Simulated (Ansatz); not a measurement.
**Si2NH9O: nudged elastic band (part 1 of 2)**

Si2NH9O, computed with RHF/6-31G* (Ansatz 0.2.0).

It belongs to a series of runs on one base structure; here: band between the two ends. Figures and captions count atoms from 1; the log counts them from 0 in places.

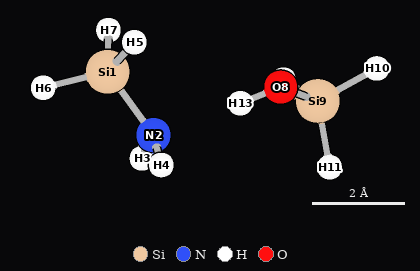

*The structure as given in the input (ball-and-stick view, seen at a tilt; atoms are numbered from 1 in the order of the input).*

## Input
```yaml
crystal:
  periodic: [false, false, false]
  atoms:
    - { symbol: Si, position_ang: [-0.231573, 1.004495, 0.144374] }
    - { symbol: "N", position_ang: [0.001677, 0.015712, 1.570603] }
    - { symbol: H, position_ang: [-0.825895, -0.244371, 2.0722] }
    - { symbol: H, position_ang: [0.685717, 0.336979, 2.229216] }
    - { symbol: H, position_ang: [1.086243, 1.20353, -0.478421] }
    - { symbol: H, position_ang: [-0.822149, 2.331385, 0.427404] }
    - { symbol: H, position_ang: [-1.138372, 0.276098, -0.758125] }
    - { symbol: O, position_ang: [1.329821, -2.506732, 0.652051] }
    - { symbol: Si, position_ang: [0.671625, -3.963825, 0.995179] }
    - { symbol: H, position_ang: [1.495009, -4.997107, 0.344381] }
    - { symbol: H, position_ang: [0.635109, -4.228455, 2.452902] }
    - { symbol: H, position_ang: [-0.720976, -4.075543, 0.501927] }
    - { symbol: H, position_ang: [0.896564, -1.712767, 0.963106] }
basis:
  gaussian: { orbitals: "6-31G*" }
hamiltonian:
  xc: hf
neb:
  order_check: false
  images: 7
  f_tol: 0.05
  max_iterations: 60
  final_atoms:
    - { symbol: Si, position_ang: [-0.0399775, -0.46120324, -0.52199289] }
    - { symbol: "N", position_ang: [0.46351228, 0.41765578, 2.73707706] }
    - { symbol: H, position_ang: [-0.33710611, 0.40146658, 3.34110071] }
    - { symbol: H, position_ang: [1.15666641, 0.99764753, 3.1714425] }
    - { symbol: H, position_ang: [1.11585283, 0.44192938, -0.45508336] }
    - { symbol: H, position_ang: [-1.26097659, 0.19349602, -0.03305527] }
    - { symbol: H, position_ang: [-0.25494828, -0.82339323, -1.9420992] }
    - { symbol: O, position_ang: [0.26127914, -1.83751968, 0.32317654] }
    - { symbol: Si, position_ang: [0.27687396, -3.46357104, 0.41934601] }
    - { symbol: H, position_ang: [1.21489917, -4.04059428, -0.56270212] }
    - { symbol: H, position_ang: [0.70542428, -3.85270848, 1.7757201] }
    - { symbol: H, position_ang: [-1.06727575, -4.01860499, 0.16721612] }
    - { symbol: H, position_ang: [0.82857614, -0.51520136, 2.6966508] }
  initial_path:
    images:
      - { positions_ang: [[-0.231573, 1.004495, 0.144374], [0.001677, 0.015712, 1.570603], [-0.825895, -0.244371, 2.0722], [0.685717, 0.336979, 2.229216], [1.086243, 1.20353, -0.478421], [-0.822149, 2.331385, 0.427404], [-1.138372, 0.276098, -0.758125], [1.329821, -2.506732, 0.652051], [0.671625, -3.963825, 0.995179], [1.495009, -4.997107, 0.344381], [0.635109, -4.228455, 2.452902], [-0.720976, -4.075543, 0.501927], [0.896564, -1.712767, 0.963106]] }
      - { positions_ang: [[-0.17690615, 0.75638817, 0.11378003], [0.00242098, 0.00631437, 1.72586763], [-0.83610702, -0.25969627, 2.23523889], [0.73544423, 0.31406752, 2.35161277], [1.15465724, 0.90922955, -0.47760674], [-0.79414121, 2.0504362, 0.21057049], [-1.02850432, -0.08664919, -0.68791792], [1.2555877, -2.27049731, 0.64236507], [0.62133808, -3.7590875, 0.90165786], [1.41583264, -4.7274592, 0.15958753], [0.65235297, -4.10597843, 2.3232567], [-0.7807982, -3.84544607, 0.4590866], [0.84162305, -1.54222283, 1.15929808]] }
      - { positions_ang: [[-0.12223931, 0.50828133, 0.08318605], [0.00316497, -0.00308325, 1.88113226], [-0.84631903, -0.27502154, 2.39827778], [0.78517145, 0.29115603, 2.47400955], [1.22307149, 0.61492909, -0.47679248], [-0.76613342, 1.76948741, -0.00626301], [-0.91863665, -0.44939639, -0.61771083], [1.18135439, -2.03426263, 0.63267913], [0.57105116, -3.55435, 0.80813672], [1.33665628, -4.4578114, -0.02520594], [0.66959695, -3.98350186, 2.19361141], [-0.84062039, -3.61534914, 0.4162462], [0.7866821, -1.37167867, 1.35549017]] }
      - { positions_ang: [[-0.06757246, 0.2601745, 0.05259208], [0.00390895, -0.01248088, 2.0363969], [-0.85653105, -0.29034681, 2.56131667], [0.83489868, 0.26824455, 2.59640632], [1.29148573, 0.32062864, -0.47597823], [-0.73812563, 1.48853861, -0.22309652], [-0.80876897, -0.81214358, -0.54750375], [1.10712109, -1.79802794, 0.6229932], [0.52076424, -3.34961251, 0.71461558], [1.25747992, -4.1881636, -0.20999941], [0.68684092, -3.86102528, 2.06396611], [-0.90044259, -3.38525222, 0.3734058], [0.73174115, -1.2011345, 1.55168225]] }
      - { positions_ang: [[-0.01290561, 0.01206767, 0.02199811], [0.00465293, -0.0218785, 2.19166153], [-0.86674306, -0.30567208, 2.72435555], [0.88462591, 0.24533307, 2.71880309], [1.35989998, 0.02632819, -0.47516397], [-0.71011784, 1.20758982, -0.43993002], [-0.69890129, -1.17489077, -0.47729667], [1.03288779, -1.56179325, 0.61330726], [0.47047733, -3.14487501, 0.62109443], [1.17830356, -3.9185158, -0.39479288], [0.70408489, -3.73854871, 1.93432082], [-0.96026478, -3.15515529, 0.3305654], [0.6768002, -1.03059033, 1.74787434]] }
      - { positions_ang: [[-0.01967358, -0.10625006, -0.11399964], [0.11936777, 0.08800507, 2.32801541], [-0.73433382, -0.12888741, 2.87854184], [0.95263603, 0.43341168, 2.83196294], [1.29888819, 0.13022849, -0.47014382], [-0.84783252, 0.95406637, -0.33821133], [-0.58791304, -1.08701639, -0.8434973], [0.83998562, -1.63072486, 0.54077458], [0.42207648, -3.22454902, 0.57065733], [1.18745246, -3.94903542, -0.43677019], [0.70441974, -3.76708865, 1.89467064], [-0.98701752, -3.37101771, 0.28972808], [0.71474419, -0.90174309, 1.98506845]] }
      - { positions_ang: [[-0.02644155, -0.22456778, -0.24999739], [0.23408261, 0.19788864, 2.46436929], [-0.60192458, 0.04789725, 3.03272813], [1.02064616, 0.6214903, 2.94512279], [1.2378764, 0.23412878, -0.46512366], [-0.98554721, 0.70054292, -0.23649264], [-0.47692479, -0.999142, -1.20969793], [0.64708346, -1.69965646, 0.4682419], [0.37367564, -3.30422302, 0.52022022], [1.19660137, -3.97955504, -0.4787475], [0.70475458, -3.79562859, 1.85502046], [-1.01377026, -3.58688014, 0.24889076], [0.75268817, -0.77289585, 2.22226257]] }
      - { positions_ang: [[-0.03320953, -0.34288551, -0.38599514], [0.34879744, 0.30777221, 2.60072317], [-0.46951535, 0.22468192, 3.18691442], [1.08865629, 0.80956891, 3.05828265], [1.17686462, 0.33802908, -0.46010351], [-1.1232619, 0.44701947, -0.13477395], [-0.36593653, -0.91126762, -1.57589856], [0.4541813, -1.76858807, 0.39570922], [0.3252748, -3.38389703, 0.46978312], [1.20575027, -4.01007466, -0.52072481], [0.70508943, -3.82416854, 1.81537028], [-1.04052301, -3.80274256, 0.20805344], [0.79063216, -0.64404861, 2.45945668]] }
      - { positions_ang: [[-0.0399775, -0.46120324, -0.52199289], [0.46351228, 0.41765578, 2.73707706], [-0.33710611, 0.40146658, 3.34110071], [1.15666641, 0.99764753, 3.1714425], [1.11585283, 0.44192938, -0.45508336], [-1.26097659, 0.19349602, -0.03305527], [-0.25494828, -0.82339323, -1.9420992], [0.26127914, -1.83751968, 0.32317654], [0.27687396, -3.46357104, 0.41934601], [1.21489917, -4.04059428, -0.56270212], [0.70542428, -3.85270848, 1.7757201], [-1.06727575, -4.01860499, 0.16721612], [0.82857614, -0.51520136, 2.6966508]] }
```

Command:
```bash
ansatz run input.yaml --threads 1 --pin off --max-ram 2048MiB --backend cpu --events-out ev --progress --plain --runs-dir out
```

## Output
```
Engine: ansatz 0.2.0, aarch64-unknown-linux-gnu
Functional definition: HF
  exchange = exact_x
  correlation = 0
946 factors; integrals over basis functions are off by at most 7.3e-4 eV
mean field evaluation 1: about -19382.4052 eV, gradient 4.1e1 eV
mean field evaluation 2: about -19382.4778 eV, gradient 4.1e1 eV
mean field evaluation 4: about -19386.0142 eV, gradient 3.2e0 eV
mean field evaluation 8: about -19386.0519 eV, gradient 2.0e-1 eV
mean field -19386.05206291 eV, -712.4242729737 hartree, gradient 2.1e-5 eV, S^2 0.000000; 0 other end points of the search recorded, 0 dependent functions left out
the calculation of the forces begins
reference -19386.05206291 eV, -712.4242729737 hartree; 26, 26 occupied and 60, 60 virtual orbitals, 946 factors
946 factors; integrals over basis functions are off by at most 8.9e-4 eV
mean field evaluation 16: about -19386.5991 eV, gradient 3.5e0 eV
mean field -19386.64050063 eV, -712.4458976612 hartree, gradient 2.4e-5 eV, S^2 0.000000; 0 other end points of the search recorded, 0 dependent functions left out
[... from here on the field's lines of each further geometry are left out, up to the last ...]
NEB iter   1: max|band force component| = 4.145e0 eV/Å  barrier→ = 4.0012 eV  barrier← = 4.5896 eV  Δτ_max = 0.2000 Å  (288 SCF iters)
NEB iter   2: max|band force component| = 2.109e0 eV/Å  barrier→ = 2.3044 eV  barrier← = 2.8928 eV  Δτ_max = 0.2000 Å  (210 SCF iters)
NEB iter   3: max|band force component| = 2.239e0 eV/Å  barrier→ = 1.7484 eV  barrier← = 2.3369 eV  Δτ_max = 0.1002 Å  (211 SCF iters)
NEB iter   4: max|band force component| = 8.415e-1 eV/Å  barrier→ = 1.5623 eV  barrier← = 2.1508 eV  Δτ_max = 0.1968 Å  (214 SCF iters)
NEB iter   5: max|band force component| = 1.773e0 eV/Å  barrier→ = 1.5415 eV  barrier← = 2.1300 eV  Δτ_max = 0.1004 Å  (209 SCF iters)
NEB iter   6: max|band force component| = 6.487e-1 eV/Å  barrier→ = 1.3983 eV  barrier← = 1.9867 eV  Δτ_max = 0.1273 Å  (212 SCF iters)
NEB iter   7: max|band force component| = 4.561e-1 eV/Å  barrier→ = 1.3538 eV  barrier← = 1.9423 eV  CI = image 4  Δτ_max = 0.1528 Å  (210 SCF iters)
NEB iter   8: max|band force component| = 9.529e-1 eV/Å  barrier→ = 1.4260 eV  barrier← = 2.0144 eV  CI = image 4  Δτ_max = 0.0773 Å  (214 SCF iters)
NEB iter   9: max|band force component| = 8.708e-1 eV/Å  barrier→ = 1.3965 eV  barrier← = 1.9849 eV  CI = image 4  Δτ_max = 0.0761 Å  (208 SCF iters)
NEB iter  10: max|band force component| = 3.460e-1 eV/Å  barrier→ = 1.3730 eV  barrier← = 1.9614 eV  CI = image 4  Δτ_max = 0.1517 Å  (208 SCF iters)
NEB iter  11: max|band force component| = 3.430e-1 eV/Å  barrier→ = 1.3652 eV  barrier← = 1.9536 eV  CI = image 4  Δτ_max = 0.1032 Å  (210 SCF iters)
NEB iter  12: max|band force component| = 2.005e-1 eV/Å  barrier→ = 1.3625 eV  barrier← = 1.9509 eV  CI = image 4  Δτ_max = 0.0525 Å  (209 SCF iters)
NEB iter  13: max|band force component| = 9.955e-2 eV/Å  barrier→ = 1.3612 eV  barrier← = 1.9497 eV  CI = image 4  Δτ_max = 0.0826 Å  (212 SCF iters)
NEB iter  14: max|band force component| = 1.104e-1 eV/Å  barrier→ = 1.3599 eV  barrier← = 1.9484 eV  CI = image 4  Δτ_max = 0.0414 Å  (209 SCF iters)
NEB iter  15: max|band force component| = 1.516e-1 eV/Å  barrier→ = 1.3586 eV  barrier← = 1.9470 eV  CI = image 4  Δτ_max = 0.0208 Å  (210 SCF iters)
NEB iter  16: max|band force component| = 1.020e-1 eV/Å  barrier→ = 1.3578 eV  barrier← = 1.9463 eV  CI = image 4  Δτ_max = 0.0207 Å  (206 SCF iters)
NEB iter  17: max|band force component| = 1.274e-1 eV/Å  barrier→ = 1.3573 eV  barrier← = 1.9457 eV  CI = image 4  Δτ_max = 0.0103 Å  (208 SCF iters)
NEB iter  18: max|band force component| = 9.564e-2 eV/Å  barrier→ = 1.3570 eV  barrier← = 1.9455 eV  CI = image 4  Δτ_max = 0.0104 Å  (169 SCF iters)
NEB iter  19: max|band force component| = 7.143e-2 eV/Å  barrier→ = 1.3568 eV  barrier← = 1.9452 eV  CI = image 4  Δτ_max = 0.0103 Å  (169 SCF iters)
NEB iter  20: max|band force component| = 4.749e-2 eV/Å  barrier→ = 1.3566 eV  barrier← = 1.9450 eV  CI = image 4  Δτ_max = 0.0103 Å  (167 SCF iters)
the calculation of the forces begins
reference -19386.59215198 eV, -712.4441208811 hartree; 26, 26 occupied and 60, 60 virtual orbitals, 946 factors
946 factors; integrals over basis functions are off by at most 6.7e-4 eV
mean field evaluation 1088: about -19384.5693 eV, gradient 4.4e-1 eV
mean field -19384.69569551 eV, -712.3744273912 hartree, gradient 1.1e-5 eV, S^2 0.000000; 1 other end points of the search recorded, 0 dependent functions left out
the calculation of the forces begins
reference -19384.69569551 eV, -712.3744273912 hartree; 26, 26 occupied and 60, 60 virtual orbitals, 946 factors
NEB iter  21: max|band force component| = 4.749e-2 eV/Å  barrier→ = 1.3564 eV  barrier← = 1.9448 eV  CI = image 4  Δτ_max = 0.0000 Å  (250 SCF iters)
```
